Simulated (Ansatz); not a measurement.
AlAs (zinc blende)

```yaml
crystal:
  lattice:
    - [0.00000, 2.86406, 2.86406]
    - [2.86406, 0.00000, 2.86406]
    - [2.86406, 2.86406, 0.00000]
  atoms:
    - { symbol: As, position: [0.75000, 0.75000, 0.75000] }
    - { symbol: Al, position: [0.00000, 0.00000, 0.00000] }
```

Grid over V/V₀ and (c/a)/(c/a)₀, subscript 0 meaning the relaxed cell; the conventional c axis lies along z; no internal relaxation.

Method: PBE (plane waves to 420 eV, PAW, scalar-relativistic; Ansatz, a program for electronic structure). k mesh 10×10×10 (Γ-centred), Fermi-Dirac smearing 0.05 eV. E stands for the smeared free energy. AlAs was relaxed with its symmetry unable to fall. The PAW data are Ansatz's earlier set. ΔE is measured from the relaxed starting cell.

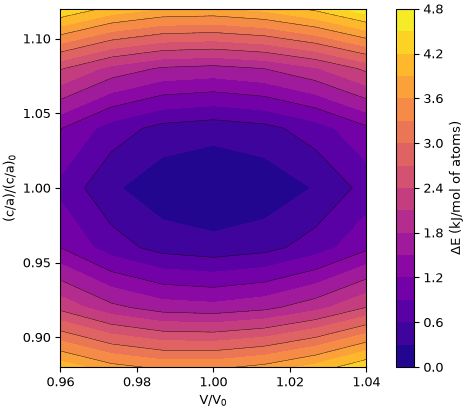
Figure. ΔE (kJ/mol of atoms) over the 7×7 grid of computed points.

The shear modulus C′ = (C11 − C12)/2 (fit, atoms clamped) comes out as 27 GPa. Lowest place on the grid: V/V₀ = 1.000, (c/a)/(c/a)₀ = 1.000 (0.0 meV/atom). Highest place on the grid: V/V₀ = 1.040, (c/a)/(c/a)₀ = 1.120 (48.8 meV/atom).

Near the relaxed cell σzz − σxx = −2Cδ (compression positive), C being this modulus and δ the logarithm of the ratio.

(A scan under strain: stresses follow from slopes of the energy per volume, elastic moduli from its curvatures.)
